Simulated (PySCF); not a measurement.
**BCl (SMILES [B]Cl) at MP2/def2-QZVP**

Aim: the vertical ionisation energy of BCl at MP2/def2-QZVP, from 2 runs. 

The results are computed with PySCF 2.14.0.

**1. The system as given**

The species is BCl (2 atoms), meant as a singlet with charge 0. As SMILES, `[B]Cl`. The coordinates come from a PBE0-D4/def2-TZVP relaxation.

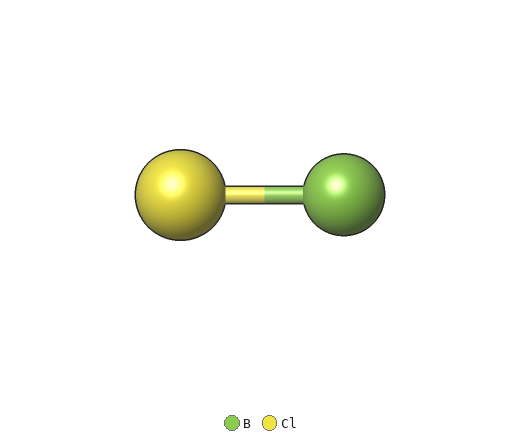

The structure, seen from a chosen angle (boron green, chlorine yellow).

**2. The energy at MP2/def2-QZVP**

The input, input.py:

```python
from pyscf import gto, scf, mp

mol = gto.Mole()
mol.atom = 'B -0.000000 -0.000000 -0.069660; Cl 0.000000 0.000000 1.648190'
mol.verbose = 3
mol.charge = 0
mol.max_memory = 1860
mol.basis = 'def2-qzvp'
mol.build()

myscf = scf.RHF(mol)
myscf.conv_tol = 1e-10
myscf.kernel()
if not myscf.converged:
    myscf = myscf.newton().run(myscf.mo_coeff, myscf.mo_occ)

pt = mp.MP2(myscf, frozen=6).run()
e_tot = pt.e_tot
print('E = %.10f Eh' % e_tot)
```

The run is started by

```
$ OMP_NUM_THREADS=1 python input.py
```

The program printed:

```text
converged SCF energy = -484.161960851568
E(RMP2) = -484.445951833606  E_corr = -0.283990982038241
E(SCS-RMP2) = -484.447871288117  E_corr = -0.285910436548885
E = -484.4459518336 Eh
```

Wall time 5.1 s (1 thread of Arm Neoverse V1, shared host); peak memory 0.4 GiB.

**3. The doublet cation**

The input, start.xyz:

```xyz
2
BCl
B      0.000000     0.000000    -0.069660
Cl     0.000000     0.000000     1.648190
```

The input, job.py:

```python
from pyscf import gto, mp

mol = gto.Mole()
mol.atom = 'start.xyz'
mol.basis = 'def2-qzvp'
mol.max_memory = 1860
mol.charge = 1
mol.spin = 1
mol.verbose = 4
mol.build()

mf = mol.UHF()
mf.conv_tol = 1e-10
mf.kernel()
if not mf.converged:
    mf = mf.newton().run(mf.mo_coeff, mf.mo_occ)

pt = mp.MP2(mf, frozen=6).run()
e_tot = pt.e_tot
print('E(%s) = %.9f' % ('MP2', e_tot))
```

The run is started by

```
$ OMP_NUM_THREADS=1 python job.py
```

The program printed:

```text
PySCF version 2.14.0

[INPUT] num. atoms = 2
[INPUT] num. electrons = 21
[INPUT] charge = 1
[INPUT] spin (= nelec alpha-beta = 2S) = 1
[INPUT] symmetry False subgroup None
[INPUT] Mole.unit = angstrom
[INPUT] Symbol           X                Y                Z      unit          X                Y                Z       unit  Magmom
[INPUT]  1 B      0.000000000000   0.000000000000  -0.069660000000 AA    0.000000000000   0.000000000000  -0.131638321837 Bohr   0.0
[INPUT]  2 Cl     0.000000000000   0.000000000000   1.648190000000 AA    0.000000000000   0.000000000000   3.114627701247 Bohr   0.0

nuclear repulsion = 26.183929288471
number of shells = 39
number of NR pGTOs = 182
number of NR cGTOs = 127
basis = def2-qzvp
ecp = {}

[... 73 lines left out ...]
converged SCF energy = -483.831402005993  <S^2> = 0.76037635  2S+1 = 2.0103496
[... 1 line left out ...]
******** <class 'pyscf.mp.ump2.UMP2'> ********
nocc = (np.int64(5), np.int64(4)), nmo = (121, 121)
frozen orbitals 6
E(UMP2) = -484.081404562628  E_corr = -0.250002556635002
E(SCS-UMP2) = -484.079129169616  E_corr = -0.247727163622931
E_corr(same-spin) = -0.0603183511604661
E_corr(oppo-spin) = -0.189684205474536
E(MP2) = -484.081404563
```

Wall time 9.3 s (1 thread of Arm Neoverse V1, shared host); peak memory 0.4 GiB.

**4. What came out**

Level: MP2/def2-QZVP, 6 core orbitals frozen.

```
                                                                  quantity          value
                                                 singlet BCl: total energy  -484.44595 Eh
                         singlet BCl: dipole moment (Hartree–Fock density)         1.44 D
                          singlet BCl: HOMO energy (Hartree–Fock orbitals)      -10.35 eV
                          singlet BCl: LUMO energy (Hartree–Fock orbitals)        1.52 eV
                        singlet BCl: HOMO–LUMO gap (Hartree–Fock orbitals)       11.87 eV
                  singlet BCl: correlation energy (6 core orbitals frozen)     -284.0 mEh
                                              doublet cation: total energy  -484.08140 Eh
doublet cation: HOMO energy (Hartree–Fock orbitals) (highest over α and β)      -21.22 eV
 doublet cation: LUMO energy (Hartree–Fock orbitals) (lowest over α and β)       -7.87 eV
               doublet cation: correlation energy (6 core orbitals frozen)     -250.0 mEh
                         doublet cation: ⟨S²⟩ of the reference determinant          0.760
                        vertical ionisation energy (to the doublet cation)       9.920 eV
```

**Reading.** Removing an electron at fixed nuclei costs 9.92 eV (229 kcal/mol).
